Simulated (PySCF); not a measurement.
C₆H₆NO (charge −1)

Input file:

```
{"job": {"kind": "nmr", "xc": "PBE0", "basis": "pcSseg-1"}, "charge": -1, "multiplicity": 1}
C     -2.318838     0.163552     0.078299
C     -1.211426    -0.291936     1.030019
O     -1.510582    -0.767116     2.134042
C      0.108387    -0.114368     0.543000
C      1.324061    -0.427888     1.194116
C      2.330560    -0.070523     0.320745
C      1.679093     0.439463    -0.814420
N      0.361635     0.418682    -0.698038
H     -2.316321     1.250622     0.024393
H     -3.288536    -0.180567     0.437405
H     -2.121877    -0.220179    -0.918291
H      1.418690    -0.859484     2.176311
H      3.398061    -0.160963     0.465046
H      2.146415     0.820233    -1.714765
```

Launched as:

```sh
OMP_NUM_THREADS=1 python probes_run.py task.json out
```

Geometry: GFN2-xTB.

Computed with PySCF 2.14.0, PBE0/pcSseg-1, SCF density, gas phase, non-relativistic.

Predict the electron density and electron localisation function between the atoms.

C–O (1.24 Å): ρ is about 3.1 e/Å³ halfway; the ELF peaks at about 0.85 between the atoms; a polar covalent bond.
C–N (1.32 Å): the density is about 2.5 e/Å³ at the midpoint; the ELF peaks at about 0.90 between the atoms (localised, covalent bonding).
C–C (1.38 Å): the density is about 2.1 e/Å³ at the midpoint; the ELF peaks at about 0.95 between the atoms; localised, covalent bonding.
C–H (1.08 Å): the density is about 2 e/Å³ at the midpoint; the ELF climbs to about 1 towards the hydrogen, as it does in any bond to H (a covalent bond by its length).

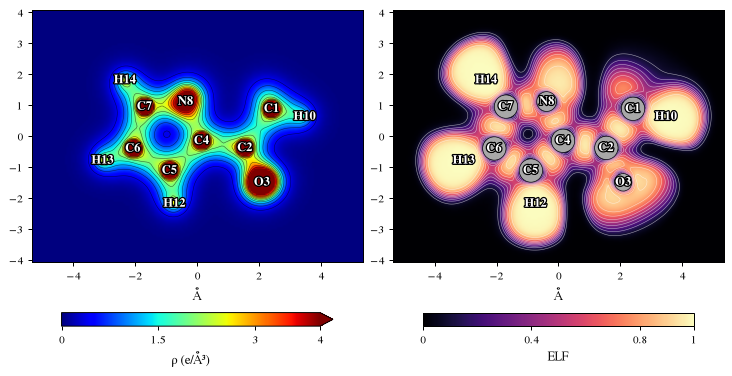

Computed electron density and electron localisation function on the plane of atoms C1, C2 and C4, in this order. Grey discs cover the atomic cores in the ELF map. 
